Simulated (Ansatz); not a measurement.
# Na3BrO (Pm-3m):V_Br, thermodynamic levels from a 60-atom cell, part 2 of 2

Aim: at which Fermi levels does V_Br in Na3BrO (Pm-3m) change its charge? The model is a cell of 60 host atoms with 1 Br taken out.

Ansatz; place-levels on PBEsol runs: charge-transition levels and formation energies with image-charge correction and potential alignment at the atomic sites.

So far. Step 3 (place-levels, PBEsol): Under PBEsol the gap is 1.94 eV, (+1/0) 1.68, (0/−1) 2.15 (outside the gap) (with band filling) eV.

## (5) Placing the levels, r2SCAN

Level of this step: place-levels on r2SCAN runs: charge-transition levels and formation energies with image-charge correction and potential alignment at the atomic sites (Ansatz).

r2SCAN on the same structure is run to see how far the result rests on the functional, though not on the errors that semilocal functionals share; the sampling changes too, to one point at (¼, ¼, ¼), so differences hold both changes.

qm1.r2scan/input.yaml reads:

```yaml
crystal:
  checkpoint: "../qm1.relax.run"
  host: checkpoint
total_charge: -1
basis:
  ecutwfc: 500
  xc_grid: 2
hamiltonian:
  xc: r2scan
kpoints:
  mp_grid: { grid: [1, 1, 1], shift: [0.25, 0.25, 0.25] }
scf:
  occupations: { method: fermi_dirac, width: 0.01 }
  max_iter: 80
output:
  forces: true
  eigenvalues: true
  charged_corrections:
    epsilon: 3.26
    static_epsilon: 9.4
    defect_position: [0.666667, 0.666667, 0.5]
  eigenstates: { localisation: true }
  populations: true
  band_densities: [{ bands: [v1, v1] }, { bands: [c1, c1] }]
  write_density: true
  write_potential: true
  volumetric_format: npy
  elf: true
checkpoint:
  write: "../qm1.r2scan.run"
  compress: false
  write_wavefunctions: false
  write_every: 100000
```

Elapsed: 53 s, on 4 threads of Arm Neoverse V1, shared host; peak memory 2.5 GiB; 3.4 min of CPU time.

levels.r2scan.yaml reads:

```yaml
host:
  run: host.r2scan.run
  levels_from: { run: edges.r2scan.run }
states: [qm1.r2scan.run, q0_M1.r2scan.run, qp1.r2scan.run, qm1_M2.r2scan.run]
geometry_from:
  qm1.r2scan.run: qm1.relax.run
  q0_M1.r2scan.run: q0_M1.relax.run
  qp1.r2scan.run: qp1.relax.run
  qm1_M2.r2scan.run: qm1_M2.relax.run
chemical_potentials:
  Br:
    energy: -2792.85859
    dataset: "<sha256 of the dataset>"
```

The run is started by

```sh
$ ansatz place-levels levels.r2scan.yaml -- --threads 4 --pin off --max-ram 7536MiB
```

Numbers of over 12 decimals in the logs are rounded to 6 here.

The program printed:

```text
(+1/0) 1.859 eV above the valence edge, 0.740 eV under the conduction edge
(0/-1) 2.763 eV above the valence edge, in the conduction band
formation energy of charge +1: +2.472 eV with the Fermi level at the valence edge
formation energy of charge 0: +4.330 eV with the Fermi level at the valence edge
formation energy of charge -1: +7.094 eV with the Fermi level at the valence edge
  edges by r2scan of host.levels_from (edges.r2scan.run), its mesh sampled to repeats of 27.25 Å (the valence edge +0.056 eV and the conduction edge -0.802 eV from those of the host's own run), gap 2.599 eV; the host is sampled to repeats of 13.63 Å
[... the lines on each state left out ...]
```

Wall time 0.28 s (4 threads).

Under r2SCAN the gap is 2.60 eV, (+1/0) 1.86, (0/−1) 2.76 (outside the gap) eV.

## (6) What a wrong or other choice does

In this try the input is made faulty on purpose, to show what that does.

A choice is tested by changing it alone.

levels.try0.yaml is levels.point.yaml with these lines changed:

```diff
-epsilon: 3.26
-static_epsilon: 9.4
+epsilon: 1.0001
+static_epsilon: 1.0001
```

The run is started by

```sh
$ ansatz place-levels levels.try0.yaml -- --threads 4 --pin off --max-ram 7536MiB
```

The program printed:

```text
(+1/0) 0.543 eV above the valence edge, 1.395 eV under the conduction edge
[...]
formation energy of charge +1: +3.233 eV with the Fermi level at the valence edge
formation energy of charge 0: +3.776 eV with the Fermi level at the valence edge
formation energy of charge -1: +5.928 eV with the Fermi level at the valence edge
vertical -1 to 0: no energy, since no alignment is typed
vertical +1 to 0: no energy, since no alignment is typed
vertical -1 to 0: no energy, since no alignment is typed
[...]
[... the lines on each state left out ...]
```

The change: no screening of the image charge.

Levels in eV above the valence top; the changed ones are not the defect's:

```csv
,gap (eV),(+1/0),(0/−1)
changed,1.94,0.54,2.15
as set up,1.94,1.68,2.15
```

The largest shift is 1.13 eV, band-filling terms included.

## (7) Another choice

In this try the input is made faulty on purpose, to show what that does.

Another version of the file is tried.

levels.try1.yaml is levels.point.yaml with these lines changed:

```diff
-  run: host.point.run
+  run: qm1.point.run
```

The run is started by

```sh
$ ansatz place-levels levels.try1.yaml -- --threads 4 --pin off --max-ram 7536MiB
```

The program printed:

```text
Error: host (qm1.point.run): the run's cell bears a charge of -1 e: a host is neutral
```

The change: a defect cell named as host.

The command refused this file.

## (8) The ladder

Levels between neighbouring charges, in eV above each run's own valence top:

```csv
,gap (eV),(+1/0),(0/−1),CPU time a state at this stage (restarts are quicker than cold starts)
"PBEsol, 2×2×2 shifted mesh",1.94,1.68,2.15,11 min
"r2SCAN on PBEsol structures, (¼, ¼, ¼)",2.60,1.86,2.76,5.9 min
```

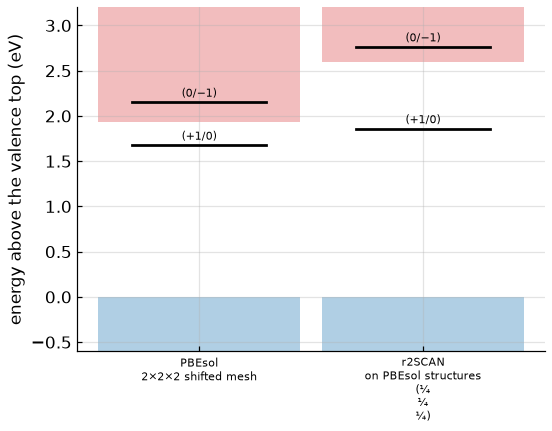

Levels between stable charges at each rung, each against its own band edges (shaded).

## (9) Outcome

```json
{
  "gap of the host": "1.94 eV (PBEsol)",
  "level (plus 1/0)": "1.68 eV above the valence top",
  "level (0/minus 1)": "2.15 eV above the valence top, past the conduction bottom (2.30 eV above the valence top without the band-filling term)",
  "lowest of the charges placed, just above the valence top (0.02 eV)": "+1",
  "lowest of the charges placed, just below the conduction bottom (0.02 eV)": "0",
  "lowest formation energy at mid-gap of the charges run, elemental references": "3.07 eV"
}
```

In words: Of the charges placed (−1, 0 and +1), the lowest changes at 1.68 eV (+1/0) above the valence top, in a gap of 1.94 eV. Charges above +1 were not placed, so these runs say nothing of levels that involve them. States placed: +1 at 0 μB; 0 at 1 μB; −1 at 0 μB and 2 μB. Other spin states or structures, where not listed, weren't placed. The program finds carriers beyond a band edge of the host and adds a band-filling term at charge −1 (-0.15 eV); steps to such a charge show no bound level, and a defect level inside a band would be read the same way. Going from one point at (¼, ¼, ¼) to a 2×2×2 shifted mesh moves the levels that carry no band-filling term by up to 0.03 eV and formation energies against the elements by up to 0.03 eV; band-filling terms, which differ between samplings, are in these energies. The program doubts the alignment of potentials for at least one state, a sign that the cell is small. What this leaves open: PBEsol makes the gap too small and tends to spread out bound carriers; where a gas molecule sets a chemical potential or the host's formation energy, its binding is uncorrected.

[Logs are printed without paths, hosts, clocks, repeated set-up lines and the standing remarks that a program may print on its own settings, such as how far it seeks lower states.]

[Hosts, paths, dates, database ids (printed as entryN), source tags and the programs' standing remarks are cut or masked in the printed files.]

[Where a table of states has a column of steps, it counts the stored structures, which are thinned; the runs took as many ionic steps or more.]

[A defect's name tells the site on which it was built; relaxed atoms can leave that site.]

[For some hosts the program warned that the k-mesh of the response run may be too coarse for force constants and the static dielectric constant; such warnings are not shown here.]
